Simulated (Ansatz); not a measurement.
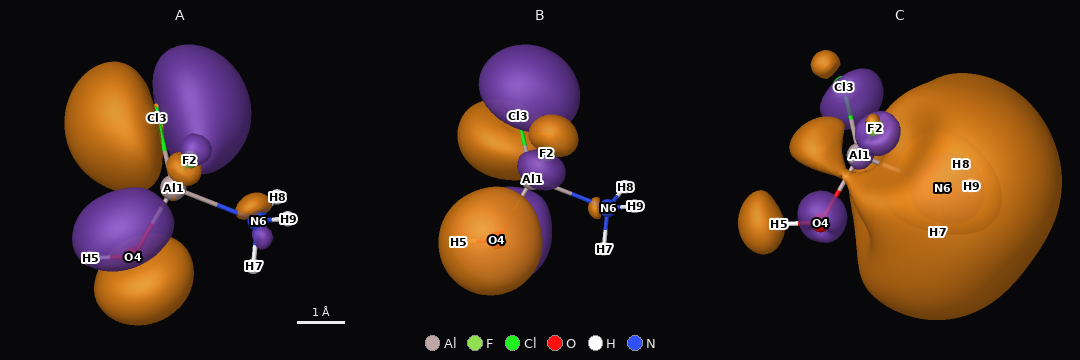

Figure. AlClFH4NO. Three frontier orbitals at ±0.06 Å⁻³ᐟ² (orange and purple are the two phases), in no order.

The calculation used RKS PBE-D4/def2-mTZVP (Ansatz).

Input file:

```
crystal:
  periodic: [false, false, false]
  atoms:
    - { symbol: Al, position_ang: [0.177163, -0.642477, -0.402516] }
    - { symbol: F, position_ang: [-0.087231, 0.152019, 2.356809] }
    - { symbol: Cl, position_ang: [1.870518, 0.441616, -1.01183] }
    - { symbol: O, position_ang: [-1.34214, -0.181807, -1.022841] }
    - { symbol: H, position_ang: [-2.178613, -0.53273, -0.686787] }
    - { symbol: "N", position_ang: [0.466172, -2.171155, 0.651664] }
    - { symbol: H, position_ang: [-0.194683, -2.948368, 0.619826] }
    - { symbol: H, position_ang: [1.415291, -2.543687, 0.699025] }
    - { symbol: H, position_ang: [0.109323, -0.768111, 2.372151] }
basis:
  gaussian: { orbitals: def2-mTZVP }
hamiltonian:
  xc: pbe
  dispersion: d4
relax:
  f_tol: 0.03
  max_steps: 50
output:
  orbitals: {}
```

Run with:

```sh
ansatz run input.yaml --threads 4 --pin off --max-ram 5120MiB --backend cpu --events-out ev --progress --plain --runs-dir out
```

The fields are those of the run's last geometry, not of the input's.

Q: Which picture is the HOMO−1, the HOMO and the LUMO?

A: A is the HOMO−1 (−7.15 eV). By Hirshfeld shares it lies mainly on Cl3 (about 60 %) and O4 (about 25 %). B is the HOMO (−6.74 eV). Its weight (Hirshfeld) is mainly on O4 (about 55 %) and Cl3 (about 30 %). C is the LUMO (−1.23 eV). Its weight (Hirshfeld) is mainly on H9 (about 20 %), H8 (about 20 %), N6 (about 20 %), H7 (about 15 %) and Al1 (about 15 %).

Q: What is the HOMO–LUMO gap?

A: 5.51 eV between the orbital energies.
